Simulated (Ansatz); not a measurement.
## Geometry relaxation, with input and output: SiH4BrF

SiH4BrF, computed with RHF/def2-SVP (Ansatz 0.2.0).

It belongs to a series of runs on one base structure; here: end point B relaxed. Figures and captions count atoms from 1; the log counts them from 0 in places.

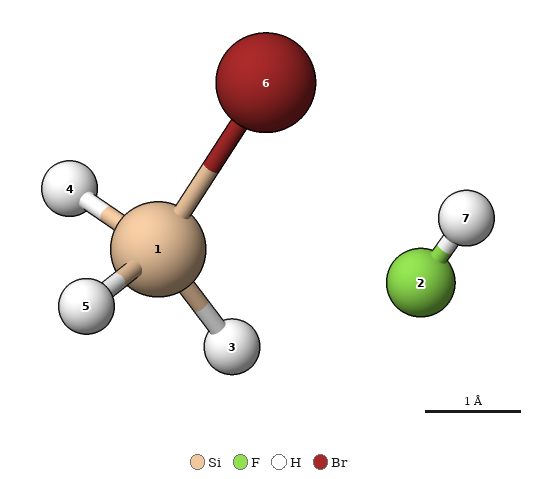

**Figure 1.** The starting structure (ball-and-stick view, seen at a tilt; atoms are numbered from 1 in the order of the input).

**Results in brief**

```csv
quantity,value
outcome,converged
total energy,−80618.2161 eV
mean-field energy,−80618.2161 eV
largest force (length of the vector) at the end,0.009 eV/Å
hardware,"1 thread of Arm Neoverse V1, 24 GiB of memory available, shared host"
wall time,20 s
peak memory,0.16 GiB
```

**The input**
```yaml
crystal:
  periodic: [false, false, false]
  atoms:
    - { symbol: Si, position_ang: [-0.449439, 0.0, -0.434523] }
    - { symbol: F, position_ang: [0.129298, 0.0, 2.327315] }
    - { symbol: H, position_ang: [0.793906, 0.0, 0.322444] }
    - { symbol: H, position_ang: [-0.524327, 1.209333, -1.279954] }
    - { symbol: H, position_ang: [-0.524327, -1.209333, -1.279954] }
    - { symbol: Br, position_ang: [-2.42411, 0.0, 0.735904] }
    - { symbol: H, position_ang: [-0.632002, 0.0, 2.822068] }
basis:
  gaussian: { orbitals: def2-SVP }
hamiltonian:
  xc: hf
relax:
  f_tol: 0.03
  max_steps: 50
output:
  orbitals: {}
```

Launched with:
```bash
ansatz run input.yaml --threads 1 --pin off --max-ram 2048MiB --backend cpu --events-out ev --progress --plain --runs-dir out
```

**Output**
```
The last accepted step is kept in [file] (removed where the run ends without a failure and the disk answers)
Engine: ansatz 0.2.0, aarch64-unknown-linux-gnu
Functional definition: HF
  exchange = exact_x
  correlation = 0
865 factors; integrals over basis functions are off by at most 4.2e-4 eV
mean field evaluation 1: about -80616.3361 eV, gradient 2.5e1 eV
mean field evaluation 2: about -80616.3604 eV, gradient 2.5e1 eV
mean field evaluation 4: about -80617.8178 eV, gradient 2.0e0 eV
mean field evaluation 8: about -80617.8362 eV, gradient 5.3e-5 eV
mean field -80617.83615942 eV, -2962.6508341266 hartree, gradient 8.2e-6 eV, S^2 0.000000; 0 other end points of the search recorded, 0 dependent functions left out
the calculation of the forces begins
reference -80617.83615942 eV, -2962.6508341266 hartree; 31, 31 occupied and 53, 53 virtual orbitals, 865 factors
relax step   1: F+E_penalty+E_count = -80617.83615942 eV  Δ(F+E_penalty+E_count) = +0.000e0 eV  max|allowed force component| = 1.199e0 eV/Å  Δτ_max = 0.0000 Å  (33 SCF iters, accepted)
these checks for a lower state are left out or cut short: starts, cluster_reference, orbital_swaps, neighbouring_geometries, increment
865 factors; integrals over basis functions are off by at most 4.1e-4 eV
mean field evaluation 16: about -80618.0293 eV, gradient 2.6e-4 eV
mean field -80618.02930929 eV, -2962.6579322534 hartree, gradient 2.1e-5 eV, S^2 0.000000; 0 other end points of the search recorded, 0 dependent functions left out
the calculation of the forces begins
reference -80618.02930929 eV, -2962.6579322534 hartree; 31, 31 occupied and 53, 53 virtual orbitals, 865 factors
relax step   2: F+E_penalty+E_count = -80618.02930929 eV  Δ(F+E_penalty+E_count) = -1.931e-1 eV  max|allowed force component| = 1.014e0 eV/Å  Δτ_max = 0.1950 Å  (32 SCF iters, accepted)
these checks for a lower state are left out or cut short: starts, cluster_reference, orbital_swaps, neighbouring_geometries, increment
865 factors; integrals over basis functions are off by at most 4.1e-4 eV
mean field -80618.08895955 eV, -2962.6601243603 hartree, gradient 1.5e-5 eV, S^2 0.000000; 0 other end points of the search recorded, 0 dependent functions left out
the calculation of the forces begins
reference -80618.08895955 eV, -2962.6601243603 hartree; 31, 31 occupied and 53, 53 virtual orbitals, 865 factors
relax step   3: F+E_penalty+E_count = -80618.08895955 eV  Δ(F+E_penalty+E_count) = -5.965e-2 eV  max|allowed force component| = 2.678e0 eV/Å  Δτ_max = 0.1997 Å  (31 SCF iters, accepted)
these checks for a lower state are left out or cut short: starts, cluster_reference, orbital_swaps, neighbouring_geometries, increment
865 factors; integrals over basis functions are off by at most 3.9e-4 eV
mean field evaluation 32: about -80618.1453 eV, gradient 8.1e-4 eV
mean field -80618.14529703 eV, -2962.6621947243 hartree, gradient 1.4e-5 eV, S^2 0.000000; 0 other end points of the search recorded, 0 dependent functions left out
the calculation of the forces begins
reference -80618.14529703 eV, -2962.6621947243 hartree; 31, 31 occupied and 53, 53 virtual orbitals, 865 factors
relax step   4: F+E_penalty+E_count = -80618.14529703 eV  Δ(F+E_penalty+E_count) = -5.634e-2 eV  max|allowed force component| = 2.151e0 eV/Å  Δτ_max = 0.1918 Å  (32 SCF iters, accepted)
these checks for a lower state are left out or cut short: starts, cluster_reference, orbital_swaps, neighbouring_geometries, increment
865 factors; integrals over basis functions are off by at most 4.2e-4 eV
mean field -80618.20552415 eV, -2962.6644080303 hartree, gradient 1.9e-5 eV, S^2 0.000000; 0 other end points of the search recorded, 0 dependent functions left out
the calculation of the forces begins
reference -80618.20552415 eV, -2962.6644080303 hartree; 31, 31 occupied and 53, 53 virtual orbitals, 865 factors
relax step   5: F+E_penalty+E_count = -80618.20552415 eV  Δ(F+E_penalty+E_count) = -6.023e-2 eV  max|allowed force component| = 4.124e-1 eV/Å  Δτ_max = 0.1647 Å  (34 SCF iters, accepted)
these checks for a lower state are left out or cut short: starts, cluster_reference, orbital_swaps, neighbouring_geometries, increment
865 factors; integrals over basis functions are off by at most 4.1e-4 eV
mean field -80618.20851105 eV, -2962.6645177969 hartree, gradient 2.0e-5 eV, S^2 0.000000; 0 other end points of the search recorded, 0 dependent functions left out
the calculation of the forces begins
reference -80618.20851105 eV, -2962.6645177969 hartree; 31, 31 occupied and 53, 53 virtual orbitals, 865 factors
relax step   6: F+E_penalty+E_count = -80618.20851105 eV  Δ(F+E_penalty+E_count) = -2.987e-3 eV  max|allowed force component| = 2.735e-1 eV/Å  Δτ_max = 0.0498 Å  (34 SCF iters, accepted)
these checks for a lower state are left out or cut short: starts, cluster_reference, orbital_swaps, neighbouring_geometries, increment
865 factors; integrals over basis functions are off by at most 4.1e-4 eV
mean field -80618.21236585 eV, -2962.6646594579 hartree, gradient 2.0e-5 eV, S^2 0.000000; 0 other end points of the search recorded, 0 dependent functions left out
the calculation of the forces begins
reference -80618.21236585 eV, -2962.6646594579 hartree; 31, 31 occupied and 53, 53 virtual orbitals, 865 factors
relax step   7: F+E_penalty+E_count = -80618.21236585 eV  Δ(F+E_penalty+E_count) = -3.855e-3 eV  max|allowed force component| = 9.819e-2 eV/Å  Δτ_max = 0.1285 Å  (32 SCF iters, accepted)
these checks for a lower state are left out or cut short: starts, cluster_reference, orbital_swaps, neighbouring_geometries, increment
865 factors; integrals over basis functions are off by at most 4.2e-4 eV
mean field evaluation 64: about -80618.2144 eV, gradient 5.7e-5 eV
mean field -80618.21435324 eV, -2962.6647324930 hartree, gradient 2.0e-5 eV, S^2 0.000000; 0 other end points of the search recorded, 0 dependent functions left out
the calculation of the forces begins
reference -80618.21435324 eV, -2962.6647324930 hartree; 31, 31 occupied and 53, 53 virtual orbitals, 865 factors
relax step   8: F+E_penalty+E_count = -80618.21435324 eV  Δ(F+E_penalty+E_count) = -1.987e-3 eV  max|allowed force component| = 9.312e-2 eV/Å  Δτ_max = 0.0267 Å  (33 SCF iters, accepted)
these checks for a lower state are left out or cut short: starts, cluster_reference, orbital_swaps, neighbouring_geometries, increment
865 factors; integrals over basis functions are off by at most 4.2e-4 eV
mean field -80618.21591890 eV, -2962.6647900302 hartree, gradient 2.0e-5 eV, S^2 0.000000; 0 other end points of the search recorded, 0 dependent functions left out
the calculation of the forces begins
reference -80618.21591890 eV, -2962.6647900302 hartree; 31, 31 occupied and 53, 53 virtual orbitals, 865 factors
relax step   9: F+E_penalty+E_count = -80618.21591890 eV  Δ(F+E_penalty+E_count) = -1.566e-3 eV  max|allowed force component| = 2.580e-2 eV/Å  Δτ_max = 0.0662 Å  (32 SCF iters, accepted)
these checks for a lower state are left out or cut short: starts, cluster_reference, orbital_swaps, neighbouring_geometries, increment
865 factors; integrals over basis functions are off by at most 4.2e-4 eV
mean field -80618.21611825 eV, -2962.6647973560 hartree, gradient 9.4e-6 eV, S^2 0.000000; 0 other end points of the search recorded, 0 dependent functions left out
the calculation of the forces begins
reference -80618.21611825 eV, -2962.6647973560 hartree; 31, 31 occupied and 53, 53 virtual orbitals, 865 factors
relax step  10: F+E_penalty+E_count = -80618.21611825 eV  Δ(F+E_penalty+E_count) = -1.993e-4 eV  max|allowed force component| = 8.256e-3 eV/Å  Δτ_max = 0.0232 Å  (26 SCF iters, accepted)
865 factors; integrals over basis functions are off by at most 4.2e-4 eV
mean field evaluation 96: about -80618.2161 eV, gradient 2.1e-5 eV
```

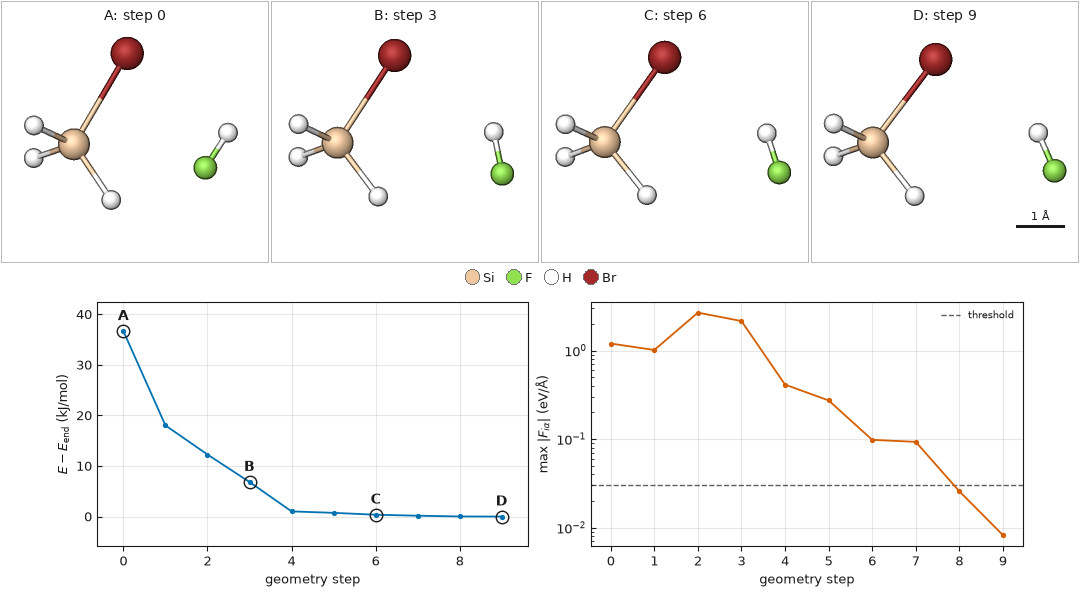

**Figure 2.** Frames of the relaxation (ball-and-stick view, seen at a tilt) above the curves, on which the letters mark them (the first geometry is step 0 here and step 1 in the log).

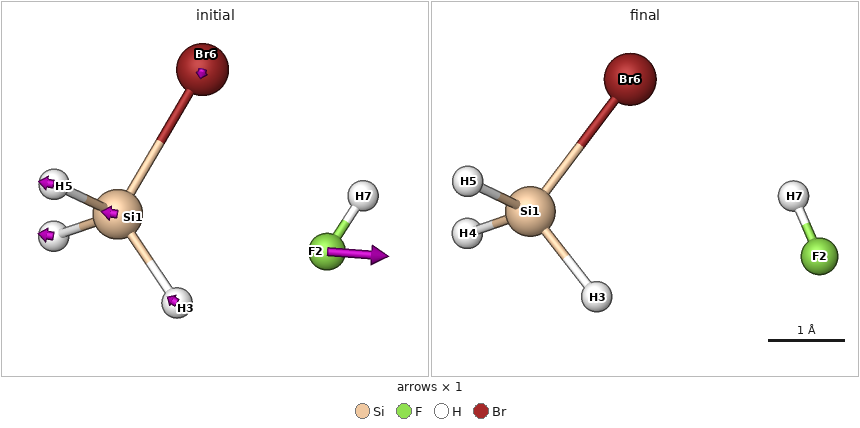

**Figure 3.** Before (left) and after (right) the relaxation, at one scale (ball-and-stick view, seen at a tilt). The pink arrows give the displacements, at true length. The energy falls by 36.7 kJ/mol in 9 geometry steps. Largest force component: 1.2 eV/Å at the start, 0.0083 eV/Å at the end. The atom that moves furthest after the best rigid fit is F2 (0.83 Å). Largest moves by element: F 0.83 Å, Si 0.23 Å, H 0.22 Å, Br 0.14 Å. Among the contacts that change: Si1–Br6 2.295 → 2.257 Å, Si1–H3 1.456 → 1.470 Å, Si1–H4 1.477 → 1.472 Å, F2–H7 0.908 → 0.903 Å. Among the angles that change: H3–Si1–Br6 118.0° → 107.3°, H4–Si1–Br6 104.4° → 107.5°. (Atoms are counted from 1 in the order of the input.)

```
mean field -80618.21611825 eV, -2962.6647973560 hartree, gradient 9.4e-6 eV, S^2 0.000000; 1 other end points of the search recorded, 0 dependent functions left out
the calculation of the forces begins
reference -80618.21611825 eV, -2962.6647973560 hartree; 31, 31 occupied and 53, 53 virtual orbitals, 865 factors
Total energy: -80618.21611825 eV, -2962.6647973560 hartree
Atom 0 at    -0.497496     0.000000    -0.664565 Å, force    -0.008256     0.000000     0.003308 eV/Å
Atom 1 at     0.223929     0.000000     3.150798 Å, force    -0.002283     0.000000     0.002801 eV/Å
Atom 2 at     0.703433    -0.000000     0.182780 Å, force     0.000856    -0.000000    -0.003911 eV/Å
Atom 3 at    -0.575829     1.212437    -1.495851 Å, force     0.000703     0.002699     0.003197 eV/Å
Atom 4 at    -0.575829    -1.212437    -1.495851 Å, force     0.000703    -0.002699     0.003197 eV/Å
Atom 5 at    -2.289562     0.000000     0.708063 Å, force     0.004502    -0.000000    -0.007388 eV/Å
Atom 6 at    -0.619648    -0.000000     2.827927 Å, force     0.003776    -0.000000    -0.001205 eV/Å
Dipole moment:    -0.047172    -0.000000    -0.476443 e Å
```

**Trajectory as extended XYZ (Å, eV, eV/Å), 10 frames, from step=1 to step=10**
```
7
Properties=species:S:1:pos:R:3:forces:R:3 step=1 energy=-80617.83616
Si   -0.4494    0.0000   -0.4345   -0.4525   0.0000  -0.6941
F     0.1293    0.0000    2.3273   -0.0949   0.0000   1.1993
H     0.7939    0.0000    0.3224   -0.0123   0.0000  -0.1431
H    -0.5243    1.2093   -1.2800   -0.0222  -0.0246   0.0249
H    -0.5243   -1.2093   -1.2800   -0.0222   0.0246   0.0249
Br   -2.4241    0.0000    0.7359    0.3468   0.0000  -0.2358
H    -0.6320    0.0000    2.8221    0.2573   0.0000  -0.1761
7
Properties=species:S:1:pos:R:3:forces:R:3 step=2 energy=-80618.02931
Si   -0.4643    0.0000   -0.5020   -0.2365   0.0000  -0.2507
F     0.1950    0.0000    2.5109   -0.9153   0.0000   0.9327
H     0.7676    0.0000    0.2819   -0.0725   0.0000   0.0641
H    -0.5363    1.2246   -1.3147   -0.0092  -0.0183  -0.1284
H    -0.5363   -1.2246   -1.3147   -0.0092   0.0183  -0.1284
Br   -2.3972    0.0000    0.7006    0.2284   0.0000  -0.0393
H    -0.6594    0.0000    2.8513    1.0143   0.0000  -0.4500
7
Properties=species:S:1:pos:R:3:forces:R:3 step=3 energy=-80618.08896
Si   -0.4837    0.0000   -0.5605    0.0230   0.0000   0.0390
F     0.2555    0.0000    2.7012   -2.6001   0.0000   0.6250
H     0.7120    0.0000    0.2882   -0.0699   0.0000  -0.0152
H    -0.5384    1.2205   -1.3788   -0.0436  -0.0008  -0.0945
H    -0.5384   -1.2205   -1.3788   -0.0436   0.0008  -0.0945
Br   -2.3523    0.0000    0.7222    0.0564   0.0000  -0.0652
H    -0.6858    0.0000    2.8198    2.6779   0.0000  -0.3948
7
Properties=species:S:1:pos:R:3:forces:R:3 step=4 energy=-80618.14530
Si   -0.4872    0.0000   -0.5679   -0.2473   0.0000  -0.2840
F     0.2781    0.0000    2.8917   -2.1509   0.0000  -0.2896
H     0.7166    0.0000    0.2604   -0.0119   0.0000   0.2113
H    -0.5552    1.2177   -1.3931    0.0180  -0.0193  -0.0375
H    -0.5552   -1.2177   -1.3931    0.0180   0.0193  -0.0375
Br   -2.3808    0.0000    0.6825    0.2381   0.0000   0.0584
H    -0.6475    0.0000    2.7327    2.1359   0.0000   0.3788
7
Properties=species:S:1:pos:R:3:forces:R:3 step=5 energy=-80618.20552
Si   -0.5055    0.0000   -0.6411   -0.1467   0.0000   0.0274
F     0.2976    0.0000    3.0187   -0.4124   0.0000  -0.0177
H     0.6584    0.0000    0.2507    0.0173   0.0000   0.0413
H    -0.5507    1.2167   -1.4678    0.0133  -0.0071  -0.0379
H    -0.5507   -1.2167   -1.4678    0.0133   0.0071  -0.0379
Br   -2.3779    0.0000    0.6298    0.1264   0.0000   0.0093
H    -0.6021    0.0000    2.8909    0.3889   0.0000   0.0155
7
Properties=species:S:1:pos:R:3:forces:R:3 step=6 energy=-80618.20851
Si   -0.5099    0.0000   -0.6540    0.0837   0.0000  -0.1115
F     0.2776    0.0000    3.0643   -0.2735   0.0000  -0.0089
H     0.6776    0.0000    0.2064    0.0180   0.0000   0.0768
H    -0.5580    1.2102   -1.4887   -0.0214   0.0340  -0.0234
H    -0.5580   -1.2102   -1.4887   -0.0214  -0.0340  -0.0234
Br   -2.3420    0.0000    0.6482   -0.0482   0.0000   0.0953
H    -0.6184    0.0000    2.9257    0.2628   0.0000  -0.0050
7
Properties=species:S:1:pos:R:3:forces:R:3 step=7 energy=-80618.21237
Si   -0.5050    0.0000   -0.6265    0.0558   0.0000  -0.0965
F     0.2559    0.0000    3.0392    0.0907   0.0000   0.0540
H     0.6835    0.0000    0.2337   -0.0011   0.0000   0.0631
H    -0.5578    1.2130   -1.4574   -0.0194   0.0162  -0.0251
H    -0.5578   -1.2130   -1.4574   -0.0194  -0.0162  -0.0251
Br   -2.3372    0.0000    0.6842   -0.0083   0.0000   0.0574
H    -0.6127    0.0000    2.7974   -0.0982   0.0000  -0.0278
7
Properties=species:S:1:pos:R:3:forces:R:3 step=8 energy=-80618.21435
Si   -0.5036    0.0000   -0.6387    0.0594   0.0000  -0.0332
F     0.2501    0.0000    3.0652   -0.0931   0.0000  -0.0042
H     0.6806    0.0000    0.2293    0.0140   0.0000   0.0104
H    -0.5615    1.2134   -1.4692   -0.0127   0.0080  -0.0172
H    -0.5615   -1.2134   -1.4692   -0.0127  -0.0080  -0.0172
Br   -2.3198    0.0000    0.6939   -0.0461   0.0000   0.0373
H    -0.6153    0.0000    2.8019    0.0912   0.0000   0.0241
7
Properties=species:S:1:pos:R:3:forces:R:3 step=9 energy=-80618.21592
Si   -0.4985    0.0000   -0.6552   -0.0258   0.0000  -0.0095
F     0.2317    0.0000    3.1289   -0.0195   0.0000  -0.0029
H     0.6970    0.0000    0.1990    0.0013   0.0000   0.0046
H    -0.5718    1.2121   -1.4872    0.0026   0.0068   0.0015
H    -0.5718   -1.2121   -1.4872    0.0026  -0.0068   0.0015
Br   -2.3029    0.0000    0.7023    0.0225   0.0000  -0.0043
H    -0.6146    0.0000    2.8126    0.0163   0.0000   0.0090
7
Properties=species:S:1:pos:R:3:forces:R:3 step=10 energy=-80618.21612
Si   -0.4975    0.0000   -0.6646   -0.0083   0.0000   0.0033
F     0.2239    0.0000    3.1508   -0.0023   0.0000   0.0028
H     0.7034    0.0000    0.1828    0.0009   0.0000  -0.0039
H    -0.5758    1.2124   -1.4959    0.0007   0.0027   0.0032
H    -0.5758   -1.2124   -1.4959    0.0007  -0.0027   0.0032
Br   -2.2896    0.0000    0.7081    0.0045   0.0000  -0.0074
H    -0.6196    0.0000    2.8279    0.0038   0.0000  -0.0012
```

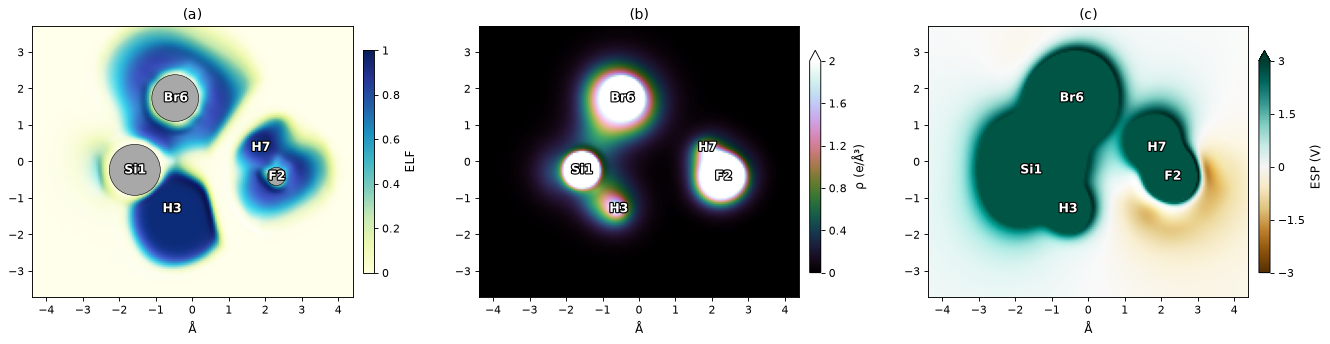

**Figure 4.** (a) ELF; (b) electron density; (c) electrostatic potential on the plane of atoms H3, Si1 and Br6. Grey discs, where drawn, cover atomic cores.

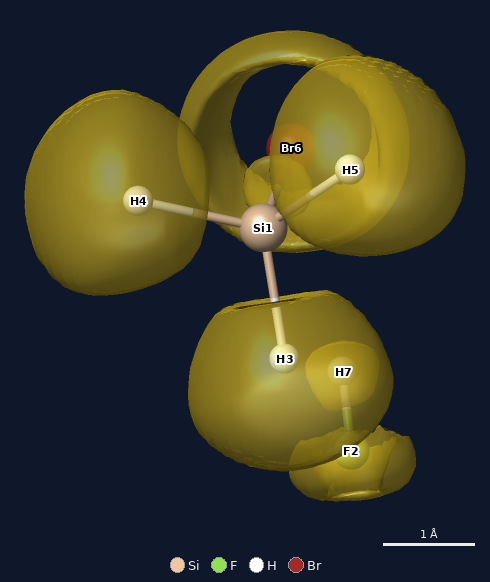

**Figure 5.** Isosurface of the ELF at 0.85 (yellow), seen at an oblique angle. Only the valence region is drawn (cores and ρ < 0.01 e/Å³ removed). Si–Br (2.26 Å): the ELF peaks at about 0.90 between the atoms, which marks a polar covalent bond.

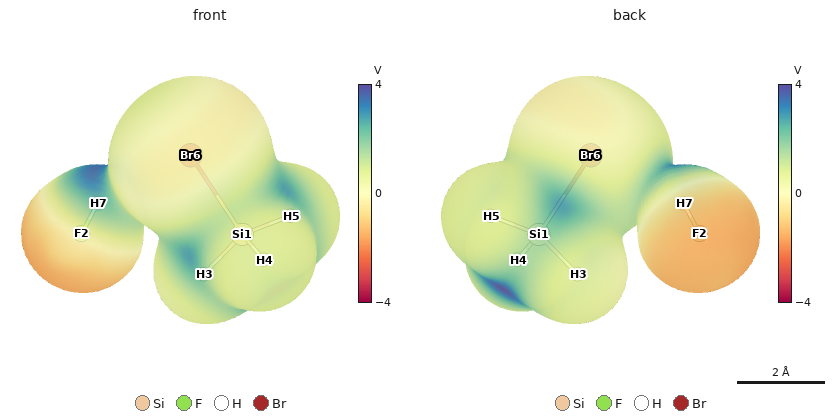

**Figure 6.** The molecular electrostatic potential painted on the density surface at 0.004 e/bohr³, seen at a tilt and from behind; red is negative and blue positive. A positive charge is drawn to the negative regions and a negative charge to the positive ones.
